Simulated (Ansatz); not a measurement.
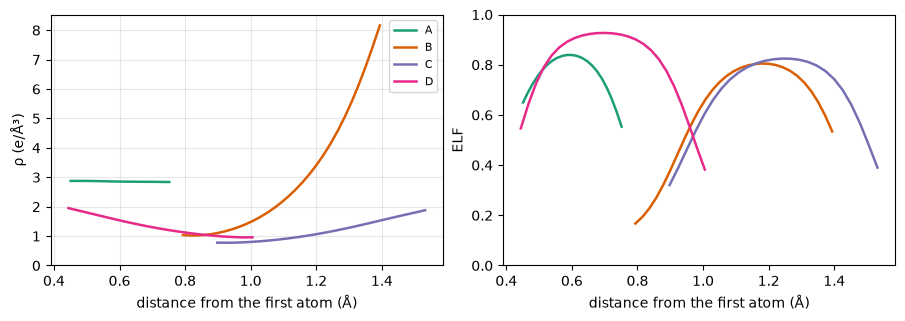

C2HCl2FGe (SMILES C#[C][Ge]([F])([Cl])[Cl]). Electron density and ELF along straight lines between neighbouring atoms. The curves leave out the atomic cores.

Geometry: PBE0-D4/def2-TZVP.

All numbers below come from RKS PBE0-D4/def2-TZVPP (Ansatz 0.2.0).

```tsv
atom	x (Å)	y (Å)	z (Å)
C	1.3613	-1.5015	0.5132
C	0.5589	-0.6606	0.2047
Ge	-0.6686	0.6694	-0.2671
F	-2.1076	-0.0748	-0.8312
Cl	0.0523	1.8828	-1.8391
Cl	-1.2049	1.8675	1.3883
H	2.0699	-2.2509	0.7856
```

> Which curve belongs to which contact (C–C, C–Ge, Ge–Cl and Ge–F)? The first atom named is at distance zero.

Curve A: C–C (1.20 Å): ρ is about 2.9 e/Å³ halfway; the ELF peaks at about 0.85 between the atoms; a short, multiple covalent bond. Curve B: Ge–F (1.72 Å): ρ is about 1 e/Å³ halfway; the ELF peaks at about 0.80 in the valence shell of F, 0.5 Å from its nucleus, and is about 0.25 at the midpoint. Curve C: Ge–Cl (2.11 Å): ρ at the midpoint is about 0.85 e/Å³; the ELF peaks at about 0.80 in the valence shell of Cl, 0.9 Å from its nucleus, and is about 0.70 at the midpoint. Curve D: C–Ge (1.87 Å): the density is about 0.97 e/Å³ at the midpoint; the ELF peaks at about 0.95 in the valence shell of C, 0.7 Å from its nucleus, and is about 0.65 at the midpoint.
